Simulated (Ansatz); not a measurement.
# AlH3 (SMILES [H][Al]([H])[H]) at 6 levels

Aim: a comparison of 6 runs (HF/3-21G, UHF/3-21G, r2SCAN/3-21G, wB97M-V/3-21G, UPBE/6-31G*, BCCD(T)/6-31G*) of AlH3. 

The results are computed with Ansatz 0.2.0.

61 further runs of the same task are left out: 2 that didn't finish, 59 set aside as unsound or not needed.

## 1. The molecule

AlH3: 4 atoms, total charge 0, spin state singlet. As SMILES, `[H][Al]([H])[H]`. The H2–Al1 distance was set to 3.106 Å, away from the relaxed value. At this shape a bond of the SMILES string is far longer than usual.

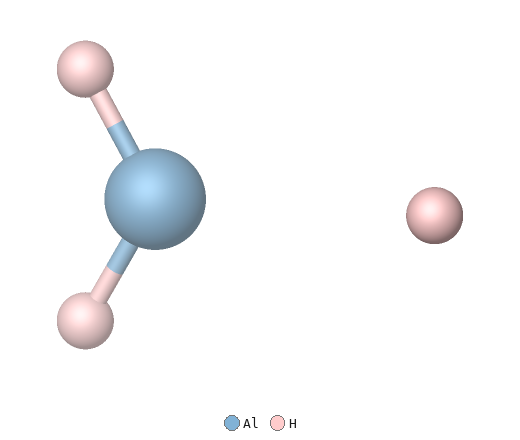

The structure, seen from a chosen angle (aluminium light blue, hydrogen pink).

## 2. A single-point energy at HF/3-21G (run 1)

Contents of molecule.yaml:

```yaml
crystal:
  periodic: [false, false, false]
  atoms:
    - symbol: Al
      position_ang: [-1.552714, 0.030481, -0.014570]
    - symbol: H
      position_ang: [1.552650, -0.030520, 0.014610]
    - symbol: H
      position_ang: [-2.302514, 1.390341, -0.033710]
    - symbol: H
      position_ang: [-2.355534, -1.298799, -0.010110]
basis:
  gaussian:
    orbitals: 3-21G.json
magnetization:
  spin_polarized: false
accuracy: high
hamiltonian:
  xc: hf
```

The basis set 3-21G is read from a file made from the Basis Set Exchange's data (not shown).

The run is started by

```sh
ansatz run molecule.yaml --threads 1 --pin off --max-ram 2610MiB --events-out events.jsonl --progress --plain --runs-dir runs
```

The log of the run:

```text
Warning: RAYON_NUM_THREADS=1 ignored (pool sized by the plan → 1); use --threads N
Functional definition: HF
  name "HF"
  exchange = exact_x
  correlation = 0
366 factors; integrals over basis functions are off by at most 3.5e-9 eV
mean field evaluation 1: about -6587.8671 eV, gradient 1.1e1 eV
mean field evaluation 2: about -6587.8664 eV, gradient 1.1e1 eV
mean field evaluation 4: about -6588.9414 eV, gradient 8.1e-1 eV
mean field evaluation 8: about -6588.9477 eV, gradient 1.0e-4 eV
mean field -6588.94773479 eV, -242.1393631044 hartree, gradient 9.5e-9 eV, S^2 0.000000; 0 other end points of the search recorded, 0 dependent functions left out
reference -6588.94773479 eV, -242.1393631044 hartree; 8, 8 occupied and 11, 11 virtual orbitals, 366 factors
Total energy: -6588.94773479 eV, -242.1393631044 hartree
```

Run time: 0.08 s. Hardware: 1 thread of Arm Neoverse V2, shared host.

## 3. A single-point energy at UHF/3-21G (run 2)

Contents of molecule.yaml:

```yaml
crystal:
  periodic: [false, false, false]
  atoms:
    - {symbol: Al, position_ang: [-1.552714, 0.030481, -0.014570]}
    - {symbol: H, position_ang: [1.552650, -0.030520, 0.014610]}
    - {symbol: H, position_ang: [-2.302514, 1.390341, -0.033710]}
    - {symbol: H, position_ang: [-2.355534, -1.298799, -0.010110]}
basis:
  gaussian:
    orbitals: 3-21G.json
magnetization:
  spin_polarized: true
hamiltonian:
  xc: hf
accuracy: high
```

The basis set 3-21G is read from a file made from the Basis Set Exchange's data (not shown).

The run is started by

```sh
ansatz run molecule.yaml --threads 1 --pin off --max-ram 2610MiB --events-out events.jsonl --progress --plain --runs-dir runs
```

The log of the run:

```text
Warning: RAYON_NUM_THREADS=1 ignored (pool sized by the plan → 1); use --threads N
[... 4 set-up lines as earlier in the session ...]
366 factors; integrals over basis functions are off by at most 3.5e-9 eV
mean field evaluation 1: about -6587.8671 eV, gradient 7.5e0 eV
mean field evaluation 2: about -6587.8664 eV, gradient 7.5e0 eV
mean field evaluation 4: about -6588.9414 eV, gradient 5.7e-1 eV
mean field evaluation 8: about -6588.9477 eV, gradient 7.0e-5 eV
mean field evaluation 16: about -6590.2232 eV, gradient 5.4e-2 eV
mean field evaluation 32: about -6590.2179 eV, gradient 2.2e-5 eV
mean field evaluation 64: about -6588.9477 eV, gradient 2.6e-6 eV
mean field -6590.21794416 eV, -242.1860424378 hartree, gradient 5.8e-8 eV, S^2 0.856251; 3 other end points of the search recorded, 0 dependent functions left out
reference -6590.21794416 eV, -242.1860424378 hartree; 8, 8 occupied and 11, 11 virtual orbitals, 366 factors
Total energy: -6590.21794416 eV, -242.1860424378 hartree
```

Wall time 0.12 s (1 thread of Arm Neoverse V2, shared host).

Runs 3 to 4 aren't shown in full; the table further down has their settings and results.

## 4. A single-point energy at UPBE/6-31G(d) (spherical functions) (run 5)

Contents of in.yaml:

```yaml
crystal:
  periodic: [false, false, false]
  atoms:
    - {symbol: Al, position_ang: [-1.552714, 0.030481, -0.014570]}
    - {symbol: H, position_ang: [1.552650, -0.030520, 0.014610]}
    - {symbol: H, position_ang: [-2.302514, 1.390341, -0.033710]}
    - {symbol: H, position_ang: [-2.355534, -1.298799, -0.010110]}
basis:
  gaussian: {orbitals: 6-31G_st_-spherical.json}
accuracy: high
magnetization: {spin_polarized: true, initial_magnetization: 0}
hamiltonian: {xc: pbe}
```

The basis set 6-31G* is read from a file made from the Basis Set Exchange's data (not shown).

The run is started by

```sh
ansatz run in.yaml --threads 1 --pin off --max-ram 2610MiB --events-out events.jsonl --progress --plain --runs-dir runs
```

The log of the run:

```text
Warning: RAYON_NUM_THREADS=1 ignored (pool sized by the plan → 1); use --threads N
Functional definition: PBE
  name "PBE"
  parameter kappa = 0.804
  parameter beta = 0.06672455060314922
  exchange = pbe_x(kappa = kappa, mu = beta*pi^2/3)
  correlation = pbe_c(beta = beta)
445 factors; integrals over basis functions are off by at most 3.7e-9 eV
mean field evaluation 1: about -6635.0236 eV, gradient 1.2e1 eV
mean field evaluation 2: about -6627.9585 eV, gradient 1.4e1 eV
mean field evaluation 4: about -6636.5946 eV, gradient 4.9e0 eV
mean field evaluation 8: about -6636.5945 eV, gradient 4.9e0 eV
mean field evaluation 16: about -6637.0184 eV, gradient 4.3e-7 eV
mean field evaluation 32: about -6633.1531 eV, gradient 6.7e0 eV
mean field -6637.07204818 eV, -243.9078990015 hartree, gradient 2.5e-8 eV, S^2 0.383802; 3 other end points of the search recorded, 0 dependent functions left out
reference -6637.07205214 eV, -243.9078991473 hartree; 8, 8 occupied and 16, 16 virtual orbitals, 445 factors
Total energy: -6637.07205214 eV, -243.9078991473 hartree
```

Wall time 2.4 s (1 thread of Arm Neoverse V2, shared host); peak memory 0.11 GiB.

## 5. A single-point energy at BCCD(T)/6-31G(d) (spherical functions) (run 6)

Contents of input.yaml:

```yaml
crystal:
  periodic: [false, false, false]
  atoms:
    - symbol: Al
      position_ang: [-1.552714, 0.030481, -0.014570]
    - symbol: H
      position_ang: [1.552650, -0.030520, 0.014610]
    - symbol: H
      position_ang: [-2.302514, 1.390341, -0.033710]
    - symbol: H
      position_ang: [-2.355534, -1.298799, -0.010110]
basis:
  gaussian: {orbitals: 6-31G_st_-spherical.json}
accuracy: high
correlation: {method: bccd_t, frozen_orbitals: {Al: 5, H: 0}}
scf: {omitted_lower_state_checks: [cluster_reference, increment]}
```

The basis set 6-31G* is read from a file made from the Basis Set Exchange's data (not shown).

The run is started by

```sh
ansatz run input.yaml --threads 1 --pin off --max-ram 2610MiB --events-out events.jsonl --progress --plain --runs-dir runs
```

The log of the run:

```text
Warning: RAYON_NUM_THREADS=1 ignored (pool sized by the plan → 1); use --threads N
[... 12 lines left out ...]
5 core orbitals not correlated: weight in the atoms' cores, before any rotation towards them, 1.000 or more for the frozen orbitals, at most 0.000 for the correlated occupied ones
[... 29 lines left out ...]
WARN: these amplitudes may be one of several solutions (largest doubles amplitude 0.42, level shift 0.45 eV)
Total energy: -6628.18635264 eV, -243.5813557134 hartree
Checks for a lower state left out: cluster_reference, increment
```

Wall time 0.22 s (1 thread of Arm Neoverse V2, shared host).

## 6. All runs side by side

```
run                                 level  frozen core orbitals  energy (Eh)  wall time
  1                              HF/3-21G                     –  -242.139363     0.08 s
  2                             UHF/3-21G                     –  -242.186042     0.12 s
  3                          r2SCAN/3-21G                     –  -242.662887      1.6 s
  4                         wB97M-V/3-21G                     –  -242.673146      7.8 s
  5     UPBE/6-31G* (spherical functions)                     –  -243.907899      2.4 s
  6  BCCD(T)/6-31G* (spherical functions)                     5  -243.581356     0.22 s
```

## 7. What came out

| quantity | value |
| --- | --- |
| run 6: total energy | -243.58136 Eh |
| run 6: correlation energy (5 core orbitals frozen) | -113.4 mEh |
| run 6: (T) correction | -3.92 mEh |

In words: Totals of different functionals can't be ranked against each other. In run 6 the log says that unrestricted orbitals would lower the reference, so the values rest on an unstable closed-shell determinant (other closed-shell runs at this shape may share the fault). Spin contamination of the reference: run 2 ⟨S²⟩ = 0.86, run 5 ⟨S²⟩ = 0.38. Where it is this large, the reference is a mixture of spin states, and values that rest on it are in doubt. All runs together took 12 s, the longest 7.8 s.
